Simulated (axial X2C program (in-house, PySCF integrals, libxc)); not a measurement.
# ClNa: from the state search to constants

Aim: find the lowest determinant of ClNa, scan the bond at several levels and fit the constants, once spin-free and once with spin–orbit coupling.

Computed with an in-house X2C program for linear molecules on PySCF integrals. Level: all-electron X2C, Cl dyall-av3z, Na dyall-cv3z.

All values are calculated.

## 1. Set-up

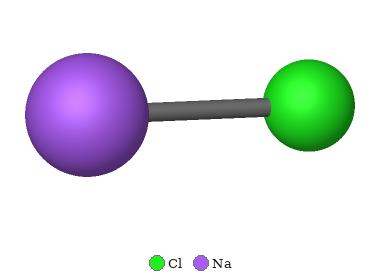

The two atoms at 2.540 Å (chlorine green, sodium purple).

The input, task.json:

```json
{"zs": [17, 11], "q": 0, "bas": ["dyall-av3z", "dyall-cv3z"], "levels": ["PBE0", "HF", "B97-3"], "cc": true, "r0": 2.54, "thr": -1.0, "nmax": 90, "npts": 10, "nst": 2, "ntry": 6}
```

Keys: zs atomic numbers; q charge; bas basis sets; levels methods (HF also brings MP2); cc coupled cluster on or off; r0 starting distance in Å; thr threshold in hartree for freezing inner shells (an s shell follows its p shell); nmax most natural virtual spinors; npts points asked for on the curve; nst determinants followed; ntry starts of the search.

Started as:

```sh
$ python so2c.py task.json out
```

Spin-free means the one-electron spin-free X2C Hamiltonian; two-component (2c) means X2C with spin–orbit coupling and atomic mean-field two-electron Coulomb and Gaunt terms. Basis: Cl dyall-av3z contracted to [9s8p3d2f], Na dyall-cv3z contracted to [9s8p5d2f]; Gaussian nuclei, density fitting. Masses: Cl 34.969 u, Na 22.990 u.

Notation: σ, π±, δ± give the projection m of an orbital's angular momentum (0, ±1, ±2), α and β its spin, Λ and M_S the sums; ω is the projection of a spinor's total angular momentum and Ω the sum. Logs are in hartree.

Further steps of the session: PBE0, spin-free; HF, spin-free; B97-3, spin-free; MP2 and beyond, spin-free; PBE0, 2c; HF, 2c; B97-3, 2c; MP2 and beyond, 2c.

Before running it: what results should come out? Wanted: for each run, Hamiltonian; Re; ωe; De; μ.

As calculated:

Lowest determinant that the search found at its distance, spin-free: M_S = 0, Λ = 0 (closed shell).

Lowest determinant that the search found at its distance, 2c: Ω = 0 (closed shell).

```
Hamiltonian    level  Re (Å)  ωe (cm⁻¹)  De (eV)  μ (D)
  spin-free     PBE0   2.364        362     4.05   8.80
  spin-free       HF   2.388        359     3.02   9.35
  spin-free      MP2   2.397        351     4.26    n/a
  spin-free     CCSD   2.394        353     4.06    n/a
  spin-free  CCSD(T)   2.397        351     4.14    n/a
  spin-free    B97-3   2.375        358     4.22   8.95
         2c     PBE0   2.364        362     4.04   8.79
         2c       HF   2.389        359     2.96   9.35
         2c      MP2   2.398        351     4.22    n/a
         2c     CCSD   2.394        353     4.02    n/a
         2c  CCSD(T)   2.397        351     4.11    n/a
         2c    B97-3   2.375        358     4.19   8.95
```

Dipoles are positive if Na is the positive end.

In words: At CCSD(T), going from spin-free to two-component changes Re by 0 mÅ, ωe by 0.0 %, which is small (part of it comes from the scalar share of the two-electron terms). De moves by -0.04 eV; both De rest on single-determinant atoms, which can miss part of an open shell's spin–orbit lowering.

De refers to Cl + Na, each in the lowest determinant found, which need not be this curve's own limit. The state is a single determinant with fixed occupations, the lowest that a limited PBE0 search found. The closed shell is kept restricted; where the fragments are open shells, the energy then runs too high at long range. Dissociation energies refer to the lowest single-determinant-based atoms at the same level and basis. Coupled cluster ran in a truncated set of natural virtual spinors; the MP2 energy of the rest was added.
